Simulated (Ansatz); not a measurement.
# linear In chain: period, moment and channels by functional, part 2 of 3

Aim: how far do the period, the moment and the conductance of the linear In chain depend on the functional, the datasets and spin-orbit coupling, and at what cost?

Ansatz 0.2.0; DFT PBE, plane waves, PAW; relaxation of a chain's period (the session's first sound run).

So far. Step 2 (The relaxed wire, level PBE, cutoff 420 eV): The cell's length comes to 2.892 Å with no moment.

### 3. Bands of the perfect wire, level PBE, cutoff 420 eV

This step: DFT PBE, plane waves, PAW; channels and complex bands of a perfect chain (Ansatz 0.2.0).

At the relaxed period the Bloch states of the perfect chain are found at each energy: those that move forward count the open channels, and those that decay describe how a disturbance dies away inside the wire itself. An energy step of 0.035 eV is under the 0.039 eV that the program asks for its thermal average at 300 K.

The input, input.yaml:

```yaml
crystal:
  lattice:
    - [7.5, 0.0, 0.0]
    - [0.0, 7.5, 0.0]
    - [0.0, 0.0, 2.8922721734]
  atoms:
    - { symbol: In, position: [0.5, 0.5, 0.0] }
kpoints:
  mp_grid: { grid: [1, 1, 28] }
  band_path: { path: ["Γ", Z], npoints: 60 }
scf:
  occupations: { method: fermi_dirac, width: 0.05 }
hamiltonian:
  xc: pbe
output:
  transmission:
    e_range: [-2, 2]
    de: 0.035
    kmesh: [1, 1]
    reduced_basis: true
    leads: [[0, 0]]
  dos: { projected: true, e_range: [-6, 4] }
  write_potential: true
  write_density: true
  volumetric_format: npy
  elf: true
```

Command:

```console
$ ansatz run input.yaml --threads 4 --pin off --max-ram 8192MiB --backend cpu --events-out ev --progress --plain --runs-dir out
```

Numbers of over 12 decimals in the logs are rounded to 6 here.

Output:

```text
[...]
Crystal: 1 atoms, lattice volume = 162.690 Å³
Basis set: ecut = 420 eV, 3185 PW (Γ)
Bands: 11, of which v1, the nominal top of the filled ones, is band 7 counted from 1 (6 counted from 0)
Symmetry: 16 space group operations
[...]
k-points: 15 of 28
[...]
SCF iter   1: F=—  HF=-5596.608081 eV  |F-HF|=—  |Δ(HF+E_count)|=         —  Δρ=9.51e-4  dr2=6.09e-3  ethr=1.77e-3  ⟨swp⟩=5.8  Hψ=1062  notcnv=0
[...]
SCF iter   6: F=-5596.606493 eV  HF=-5596.606493 eV  |F-HF|=4.68e-8  |Δ(HF+E_count)|=   8.46e-7  Δρ=4.20e-6  dr2=2.02e-8  ethr=7.69e-10  ⟨swp⟩=5.3  Hψ=686  notcnv=0
SCF 1 converged in 6 iterations: F = -5596.606493 eV  dr2 = 2.02e-8
[...]
NSCF: frozen V_eff on 61 k-points
transmission: 4 of 24 steps passed
transmission: 8 of 24 steps passed
[...]
transmission: 24 of 24 steps passed
WARN: The output density's exchange-correlation potential varies sharply where the density is thin. Do not read a vacuum level from v_tot or v_xc, or from such a field of the output density. On a cell that repeats whose density bears no net charge and no dipole along the vacuum's axis use v_es (v_loc + v_h of the components); under efield.dipole_correction with no amplitude use v_es + v_field, which holds any externa [...]
SCF converged after 6 iterations
Free energy (F): -5596.606493 eV
[...]
Internal energy: -5596.583718 eV  (E = F + TS)
E sigma→0 (E₀):  -5596.595106 eV
Entropy (-TS):   -0.022775 eV (-22.775 meV/atom)
Fermi energy:    -1.149258 eV
[...]
--- Band table (eV; the first three rows and the last of 15) ---
  k-point 0: bands = [... 3 lower, -15.8356, -15.8356, -7.5986, -1.3412, -1.3412, 1.2263, 2.5313, 4.1694]
  k-point 1: bands = [... 3 lower, -15.8404, -15.8404, -7.5762, -1.3146, -1.3146, 1.2486, 2.5538, 4.1913]
  k-point 2: bands = [... 3 lower, -15.8546, -15.8546, -7.5089, -1.2352, -1.2352, 1.3158, 2.6212, 4.2569]
  k-point 14: bands = [... 3 lower, -16.0335, -15.6272, -2.9464, -2.4716, 2.4107, 2.4107, 5.0941, 5.0941]
--- Transmission ---
  basis      : 497 plane waves across, 4 finite elements along
  points     : 1, standing for a mesh of 1 x 1
  filling    : by the input's occupations and mesh, since the crystals that have channels conduct as metals do. If one of these is a semiconductor, that mesh has misplaced its level
  energies   : 115 from -2.000000 to 1.990000 eV about the Fermi level, 0.035000 eV apart; the leads are filled to 0.000000 eV, and channels, transmission and decay are at -0.005000 eV
  crystal 0  : In1, at the sites [0, 0], period 2.8923 Å: whole cells are its period
    offset         : up to 0.0000 Å between an atom of the period and one for which it stands
    filled         : 18.4 meV over the level at which it is neutral
    channels       : 3.000000e0 a spin
    conductance    : 4.1307e14 S/m² at 300 K; may be off by some 0.0 % by where its bands' edges are placed, 0.0 % from the distance to neutral
```

Wall time 13 s (4 threads of Arm Neoverse V2, shared host); peak memory 0.41 GiB; 29 s of CPU time.

Numbers from this step:

* energy at zero smearing: -5596.5951 eV
* channels at the energy nearest the Fermi level, one spin: 3
* conductance of the lead as this run defines it: 2.999 G₀
* band gap: 0 eV

The open channels of the lead, one spin by energy, zero at the Fermi level:

| energy (eV) | open channels of the lead, one spin |
| --- | --- |
| -2.000 | 1 |
| -1.790 | 0 |
| -1.615 | 0 |
| -1.405 | 0 |
| -1.195 | 1 |
| -0.985 | 1 |
| -0.810 | 1 |
| -0.600 | 1 |
| -0.390 | 1 |
| -0.215 | 1 |
| -0.005 | 3 |
| 0.205 | 3 |
| 0.415 | 3 |
| 0.590 | 3 |
| 0.800 | 3 |
| 1.010 | 3 |
| 1.185 | 3 |
| 1.395 | 3 |
| 1.605 | 3 |
| 1.815 | 3 |

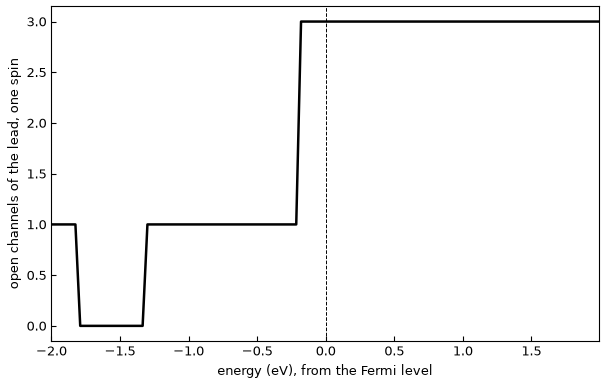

Open channels of the lead, one spin, plotted against energy.

The slowest values at each energy, most degenerate partners merged, listed up to 1.5 1/Å. The Im kz of the slowest decaying states by energy, zero at the Fermi level:

| energy (eV) | decay 1 (Å⁻¹) | decay 2 (Å⁻¹) | decay 3 (Å⁻¹) | decay 4 (Å⁻¹) |
| --- | --- | --- | --- | --- |
| -2.000 | 0.621 | 1.09 | 1.24 | 1.35 |
| -1.510 | 0.0244 | 0.534 | 1.03 | 1.18 |
| -0.985 | 0.418 | 0.954 | 1.12 | 1.27 |
| -0.495 | 0.261 | 0.881 | 1.06 | 1.22 |
| -0.005 | 0.802 | 0.994 | 1.17 | 1.21 |
| 0.485 | 0.714 | 0.926 | 1.13 | 1.16 |
| 1.010 | 0.607 | 0.846 | 1.07 | 1.09 |
| 1.500 | 0.486 | 0.765 | 1.01 | 1.03 |

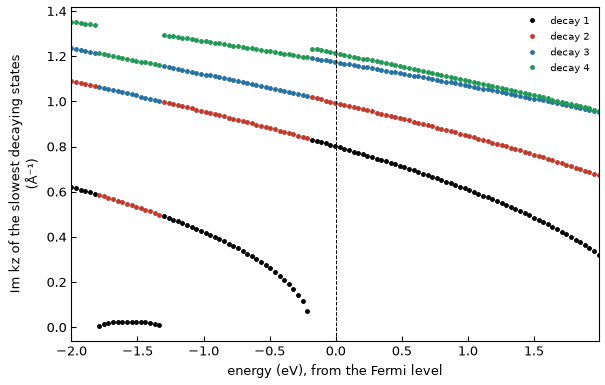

Im kz of the slowest decaying states, plotted against energy.

Electronic bands along the path, in eV, zero at the Fermi level:

| point | band 6 | band 7 | band 8 | band 9 | band 10 |
| --- | --- | --- | --- | --- | --- |
| Γ | -6.45 | -0.19 | -0.19 | 2.38 | 3.68 |
| Z | -1.80 | -1.32 | 3.56 | 3.56 | 6.24 |

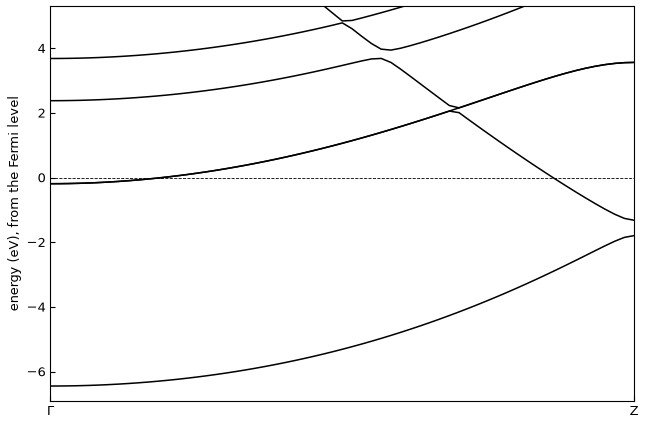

Electronic bands along the path.

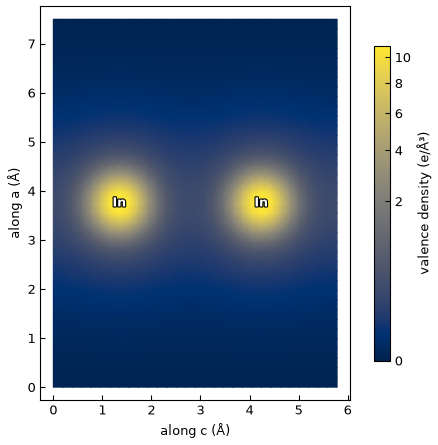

Valence density in the ca plane at fractional y = 0.500, with atoms of In within 0.2 Å of it. It is the smooth field of the valence electrons, not physical close to the nuclei. The map starts off the cell's origin, so that atoms lie inside it. The colour scale is stretched toward low values.

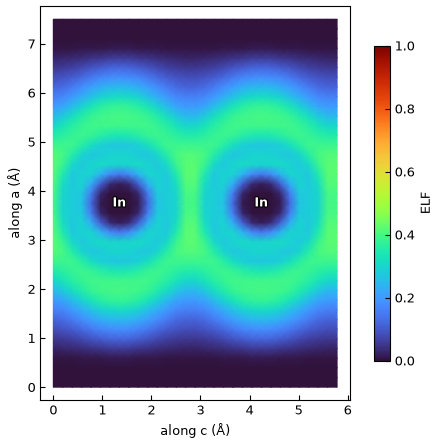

ELF in the ca plane at fractional y = 0.500, with atoms of In within 0.2 Å of it. It is the smooth field of the valence electrons, not physical close to the nuclei. The map starts off the cell's origin, so that atoms lie inside it.

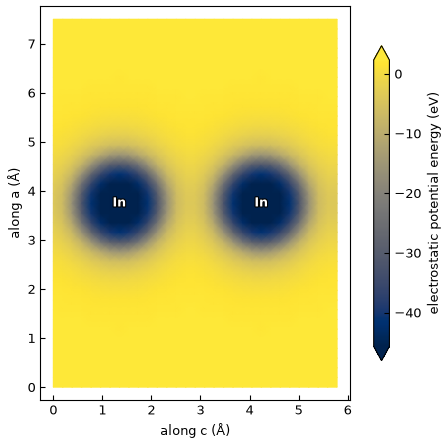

Electrostatic potential energy in the ca plane at fractional y = 0.500, with atoms of In within 0.2 Å of it. With pseudopotentials it is smooth inside the atoms' cores, unlike the true potential. The map starts off the cell's origin, so that atoms lie inside it.

By hand: the program gives 4.1307 × 10^14 S/m² over the cell's cross-section of 56.25 Å² = 5.625 × 10^-19 m², so one cell conducts 2.324 × 10^-4 S. Divided by G0 = 2e²/h = 7.748 × 10^-5 S this is 3.00 G0, a resistance of 4.30 kΩ.

At the computed energy nearest the Fermi level there are 3 channels a spin, and the thermal average gives 3.00 G₀.

### 4. Relaxing the period, cutoff 500 eV

This step: DFT r2SCAN, plane waves, PAW; relaxation of a chain's period (Ansatz 0.2.0).

The relaxation is repeated under another functional. r2SCAN also reads the kinetic-energy density; it often gives larger moments and wider gaps than PBE, at a higher cost. Against the first PBE run of this kind, the cutoff is 500 eV against 420.

The input, input.yaml:

```yaml
crystal:
  lattice:
    - [7.5, 0.0, 0.0]
    - [0.0, 7.5, 0.0]
    - [0.0, 0.0, 2.6412]
  atoms:
    - { symbol: In, position: [0.5, 0.5, 0.0], spin: 0.5 }
magnetization:
  spin_polarized: true
kpoints:
  mp_grid: { grid: [1, 1, 31] }
scf:
  occupations: { method: fermi_dirac, width: 0.05 }
hamiltonian:
  xc: r2scan
relax:
  cell: { fix: [a, b, alpha, beta, gamma] }
  max_steps: 60
```

Output:

```text
[...]
Crystal: 1 atoms, lattice volume = 148.567 Å³
Basis set: ecut = 500 eV, 3761 PW (Γ), exchange–correlation on 240×240×80 points (64 copies of the dense FFT grid, shifted against one another)
Bands: 11, of which v1, the nominal top of the filled ones, is band 7 counted from 1 (6 counted from 0)
Symmetry: 16 space group operations
[...]
0.181153       0.000000       0.000000
        0.000000       0.181153       0.000000
        0.000000       0.000000       0.043412
  P = ⅓ Tr σ = 0.1352 GPa (1.352 kbar)
--- Relaxed structure (3 steps of the walk, 3 accepted, 1 SCFs on fresh bases) ---
[...]
cell:  # Å, volume = 153.4888 Å³
    - [7.5, 0.0, 0.0]
    - [0.0, 7.5, 0.0]
    - [0.0, 0.0, 2.728690]
  atoms:
    - { symbol: In, position: [0.5, 0.5, 0.0] }
[key lines of the parts left out:]
SCF converged after 6 iterations
Magnetization: -0.0014 μB (6.4993 up, 6.5007 down)
Free energy (F): -5610.432078 eV
Fermi energy:    -1.337776 eV
```

Elapsed: 34 s, on 4 threads; peak memory 0.71 GiB; 74 s of CPU time.

The steps of the relaxation:

| step | energy less that of the first step (eV) | largest force component (eV/Å) | pressure (GPa) | volume (Å³) |
| --- | --- | --- | --- | --- |
| 1 | 0.0000 | 0.0000 | 0.58 | 148.57 |
| 2 | -0.0209 | 0.0000 | 0.25 | 152.12 |
| 3 | -0.0225 | 0.0000 | 0.13 | 153.49 |
| 4* | -0.0227 | 0.0000 | 0.14 | 153.49 |

Relaxation steps marked * repeat the geometry before them on a plane-wave basis chosen anew for their cell, so energy and pressure can jump there.

| cell as run | before | after | change |
| --- | --- | --- | --- |
| c (Å) | 2.641 | 2.729 | +3.3 % |

The relaxed structure:

```xyz
1
Lattice="7.5000 0.0000 0.0000 0.0000 7.5000 0.0000 0.0000 0.0000 2.7287" Properties=species:S:1:pos:R:3
In    3.7500    3.7500    0.0000
```

The cell's length comes to 2.729 Å, -5.7 % against the first run, with no moment.

The cell grew by 3.3 % in its periodic edges.

### 5. The wire at its relaxed period, level r2SCAN, cutoff 500 eV

This step: DFT r2SCAN, plane waves, PAW; channels and complex bands of a perfect chain (Ansatz 0.2.0).

The channels are counted again under r2SCAN, at the period that it gave. Its window is narrower, to save time.

The input, input.yaml:

```yaml
crystal:
  lattice:
    - [7.5, 0.0, 0.0]
    - [0.0, 7.5, 0.0]
    - [0.0, 0.0, 2.7286898268]
  atoms:
    - { symbol: In, position: [0.5, 0.5, 0.0] }
kpoints:
  mp_grid: { grid: [1, 1, 30] }
  band_path: { path: ["Γ", Z], npoints: 60 }
scf:
  occupations: { method: fermi_dirac, width: 0.05 }
hamiltonian:
  xc: r2scan
output:
  transmission:
    e_range: [-0.7, 0.7]
    de: 0.035
    kmesh: [1, 1]
    reduced_basis: true
    leads: [[0, 0]]
  dos: { projected: true, e_range: [-6, 4] }
```

Output:

```text
[...]
Crystal: 1 atoms, lattice volume = 153.489 Å³
Basis set: ecut = 500 eV, 3865 PW (Γ), exchange–correlation on 240×240×80 points (64 copies of the dense FFT grid, shifted against one another)
Bands: 11, of which v1, the nominal top of the filled ones, is band 7 counted from 1 (6 counted from 0)
Symmetry: 16 space group operations
[...]
k-points: 16 of 30
[...]
k-point 15: bands = [... 3 lower, -16.6223, -16.0627, -2.6947, -2.0937, 3.2106, 3.2106, 5.9906, 5.9906]
--- Transmission ---
  basis      : 593 plane waves across, 4 finite elements along
  points     : 1, standing for a mesh of 1 x 1
[...]
crystal 0  : In1, at the sites [0, 0], period 2.7287 Å: whole cells are its period
[...]
filled         : 17.1 meV under the level at which it is neutral
    channels       : 3.000000e0 a spin
[...]
[key lines of the parts left out:]
SCF converged after 6 iterations
Free energy (F): -5610.432268 eV
Fermi energy:    -1.317569 eV
```

Elapsed: 17 s, on 4 threads; peak memory 0.71 GiB.

Open channels of the lead, one spin against energy, zero at the Fermi level:

| energy (eV) | open channels of the lead, one spin |
| --- | --- |
| -0.700 | 1 |
| -0.595 | 1 |
| -0.490 | 1 |
| -0.385 | 1 |
| -0.315 | 1 |
| -0.210 | 3 |
| -0.105 | 3 |
| 0.000 | 3 |
| 0.105 | 3 |
| 0.210 | 3 |
| 0.315 | 3 |
| 0.385 | 3 |
| 0.490 | 3 |
| 0.595 | 3 |
| 0.700 | 3 |

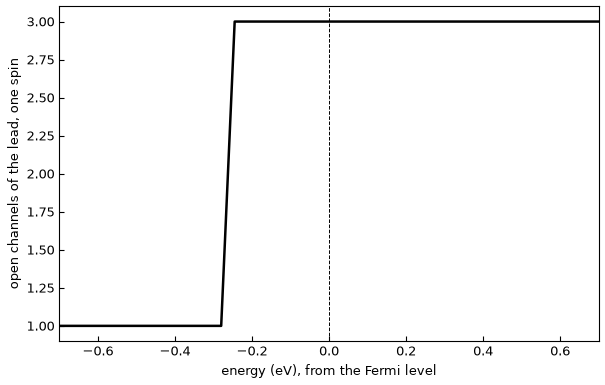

Open channels of the lead, one spin, plotted against energy.

At the computed energy nearest the Fermi level there are 3 channels a spin, and the thermal average gives 3.00 G₀.

### 6. The relaxed wire

This step: DFT PBEsol, plane waves, PAW; relaxation of a chain's period (Ansatz 0.2.0).

The relaxation is repeated under another functional. PBEsol weakens PBE's gradient terms and usually lands between LDA and PBE.

The input, input.yaml:

```yaml
crystal:
  lattice:
    - [7.5, 0.0, 0.0]
    - [0.0, 7.5, 0.0]
    - [0.0, 0.0, 2.6412]
  atoms:
    - { symbol: In, position: [0.5, 0.5, 0.0], spin: 0.5 }
magnetization:
  spin_polarized: true
kpoints:
  mp_grid: { grid: [1, 1, 31] }
scf:
  occupations: { method: fermi_dirac, width: 0.05 }
hamiltonian:
  xc: pbesol
relax:
  cell: { fix: [a, b, alpha, beta, gamma] }
  max_steps: 60
```

Output:

```text
[...]
Crystal: 1 atoms, lattice volume = 148.567 Å³
Basis set: ecut = 420 eV, 2929 PW (Γ), exchange–correlation on 108×108×36 points (8 copies of the dense FFT grid, shifted against one another)
Bands: 11, of which v1, the nominal top of the filled ones, is band 7 counted from 1 (6 counted from 0)
Symmetry: 16 space group operations
[...]
0.158658       0.000000       0.000000
        0.000000       0.158658       0.000000
        0.000000       0.000000      -0.018059
  P = ⅓ Tr σ = 0.0998 GPa (0.998 kbar)
--- Relaxed structure (6 steps of the walk, 5 accepted, 1 SCFs on fresh bases) ---
[...]
cell:  # Å, volume = 159.4878 Å³
    - [7.5, 0.0, 0.0]
    - [0.0, 7.5, 0.0]
    - [0.0, 0.0, 2.835338]
  atoms:
    - { symbol: In, position: [0.5, 0.5, 0.0] }
[key lines of the parts left out:]
SCF converged after 7 iterations
Magnetization: -0.0001 μB (6.4999 up, 6.5001 down)
Free energy (F): -5523.932296 eV
Fermi energy:    -1.231428 eV
```

It took 21 s on 4 threads; peak memory 0.39 GiB.

Relaxation path:

| step | energy less that of the first step (eV) | largest force component (eV/Å) | pressure (GPa) | volume (Å³) |
| --- | --- | --- | --- | --- |
| 1 | 0.0000 | 0.0000 | 0.59 | 148.57 |
| 2 | -0.0177 | 0.0000 | 0.26 | 152.17 |
| 3 | -0.0212 | 0.0000 | 0.28 | 153.56 |
| 4 | -0.0366 | 0.0000 | 0.01 | 160.80 |
| 5 | -0.0356 | 0.0000 | 0.24 | 157.57 |
| 6 | -0.0379 | 0.0000 | 0.10 | 159.49 |
| 7* | -0.0382 | 0.0000 | 0.10 | 159.49 |

Relaxation steps marked * repeat the geometry before them on a plane-wave basis chosen anew for their cell, so energy and pressure can jump there. Relaxation step 5 was tried and not accepted.

| cell as run | before | after | change |
| --- | --- | --- | --- |
| c (Å) | 2.641 | 2.835 | +7.4 % |

The relaxed structure:

```
In
1.0
     7.50000    0.00000    0.00000
     0.00000    7.50000    0.00000
     0.00000    0.00000    2.83534
In
1
Cartesian
  3.7500 3.7500 0.0000
```

The cell's length comes to 2.835 Å, -2.0 % against the first run, with no moment.

The cell grew by 7.4 % in its periodic edges.

### 7. The wire at its relaxed period, level PBEsol, cutoff 420 eV

This step: DFT PBEsol, plane waves, PAW; channels and complex bands of a perfect chain (Ansatz 0.2.0).

The channels are counted again under PBEsol, at the period that it gave.

The input, input.yaml:

```yaml
crystal:
  lattice:
    - [7.5, 0.0, 0.0]
    - [0.0, 7.5, 0.0]
    - [0.0, 0.0, 2.8353379906]
  atoms:
    - { symbol: In, position: [0.5, 0.5, 0.0] }
kpoints:
  mp_grid: { grid: [1, 1, 29] }
  band_path: { path: ["Γ", Z], npoints: 60 }
scf:
  occupations: { method: fermi_dirac, width: 0.05 }
hamiltonian:
  xc: pbesol
output:
  transmission:
    e_range: [-2, 2]
    de: 0.035
    kmesh: [1, 1]
    reduced_basis: true
    leads: [[0, 0]]
  dos: { projected: true, e_range: [-6, 4] }
```

Output:

```text
[...]
Crystal: 1 atoms, lattice volume = 159.488 Å³
Basis set: ecut = 420 eV, 3145 PW (Γ)
Bands: 11, of which v1, the nominal top of the filled ones, is band 7 counted from 1 (6 counted from 0)
Symmetry: 16 space group operations
[...]
k-points: 15 of 29
[...]
k-point 14: bands = [... 3 lower, -15.9628, -15.5051, -3.0167, -2.2392, 2.5223, 2.5223, 5.2736, 5.2736]
--- Transmission ---
  basis      : 497 plane waves across, 4 finite elements along
  points     : 1, standing for a mesh of 1 x 1
[...]
crystal 0  : In1, at the sites [0, 0], period 2.8353 Å: whole cells are its period
[...]
filled         : 4.3 meV under the level at which it is neutral
    channels       : 3.000000e0 a spin
[...]
[key lines of the parts left out:]
SCF converged after 6 iterations
Free energy (F): -5523.930739 eV
Fermi energy:    -1.223965 eV
```

Wall time 14 s (4 threads); peak memory 0.41 GiB; 29 s of CPU time.

Open channels of the lead, one spin against energy, zero at the Fermi level:

| energy (eV) | open channels of the lead, one spin |
| --- | --- |
| -2.0000 | 1 |
| -1.7550 | 1 |
| -1.5100 | 0 |
| -1.2650 | 1 |
| -0.9850 | 1 |
| -0.7400 | 1 |
| -0.4950 | 1 |
| -0.2500 | 1 |
| -0.0050 | 3 |
| 0.2400 | 3 |
| 0.4850 | 3 |
| 0.7650 | 3 |
| 1.0100 | 3 |
| 1.2550 | 3 |
| 1.5000 | 3 |
| 1.7450 | 3 |

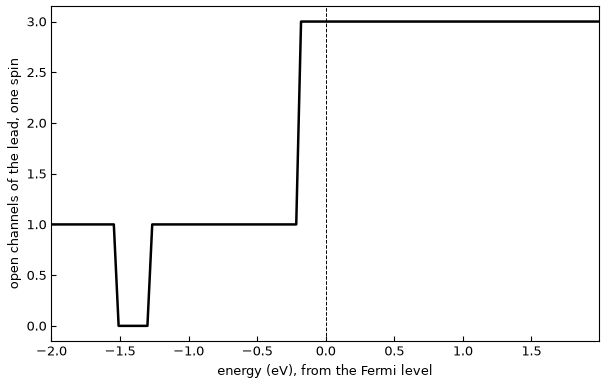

Open channels of the lead, one spin against energy.

At the computed energy nearest the Fermi level there are 3 channels a spin, and the thermal average gives 3.00 G₀.

### 8. The relaxed wire

This step: DFT LDA, plane waves, PAW; relaxation of a chain's period (Ansatz 0.2.0).

The relaxation is repeated under another functional. LDA has no gradient terms and tends to overbind, so it marks the short end of the likely bond lengths.

The input, input.yaml:

```yaml
crystal:
  lattice:
    - [7.5, 0.0, 0.0]
    - [0.0, 7.5, 0.0]
    - [0.0, 0.0, 2.6412]
  atoms:
    - { symbol: In, position: [0.5, 0.5, 0.0], spin: 0.5 }
magnetization:
  spin_polarized: true
kpoints:
  mp_grid: { grid: [1, 1, 31] }
scf:
  occupations: { method: fermi_dirac, width: 0.05 }
hamiltonian:
  xc: lda
relax:
  cell: { fix: [a, b, alpha, beta, gamma] }
  max_steps: 60
```

Output:

```text
[...]
Crystal: 1 atoms, lattice volume = 148.567 Å³
Basis set: ecut = 420 eV, 2929 PW (Γ)
Bands: 11, of which v1, the nominal top of the filled ones, is band 7 counted from 1 (6 counted from 0)
Symmetry: 16 space group operations
[...]
k-points: 16 of 31
[...]
Starting moments: Σ|m| = 0.5 μB on 1 of 1 site
[...]
0.193182       0.000000       0.000000
        0.000000       0.193182       0.000000
        0.000000       0.000000       0.045329
  P = ⅓ Tr σ = 0.1439 GPa (1.439 kbar)
--- Relaxed structure (3 steps of the walk, 3 accepted, 1 SCFs on fresh bases) ---
[...]
cell:  # Å, volume = 150.9453 Å³
    - [7.5, 0.0, 0.0]
    - [0.0, 7.5, 0.0]
    - [0.0, 0.0, 2.683472]
  atoms:
    - { symbol: In, position: [0.5, 0.5, 0.0] }
[key lines of the parts left out:]
SCF converged after 4 iterations
Magnetization: -0.0000 μB (6.5000 up, 6.5000 down)
Free energy (F): -5455.576375 eV
Fermi energy:    -1.482452 eV
```

It took 8.4 s on 4 threads; peak memory 0.36 GiB; 16 s of CPU time.

The steps of the relaxation:

| step | energy less that of the first step (eV) | largest force component (eV/Å) | pressure (GPa) | volume (Å³) |
| --- | --- | --- | --- | --- |
| 1 | 0.0000 | 0.0000 | 0.38 | 148.57 |
| 2 | -0.0051 | 0.0000 | 0.18 | 150.50 |
| 3 | -0.0053 | 0.0000 | 0.14 | 150.95 |
| 4* | -0.0054 | 0.0000 | 0.14 | 150.95 |

Relaxation steps marked * repeat the geometry before them on a plane-wave basis chosen anew for their cell, so energy and pressure can jump there.

| cell as run | before | after | change |
| --- | --- | --- | --- |
| c (Å) | 2.641 | 2.683 | +1.6 % |

Final coordinates:

```
In
1.0
     7.50000    0.00000    0.00000
     0.00000    7.50000    0.00000
     0.00000    0.00000    2.68347
In
1
Direct
  0.50000 0.50000 0.00000
```

The cell's length comes to 2.683 Å, -7.2 % against the first run, with no moment.

The cell grew by 1.6 % in its periodic edges.

(Continued in part 3 of 3.)

[Logs are printed without paths, hosts, clocks, repeated set-up lines and the standing remarks that a program may print on its own settings, such as how far it seeks lower states.]

[Hosts, paths, dates, database ids (printed as entryN), source tags and the programs' standing remarks are cut or masked in the printed files.]
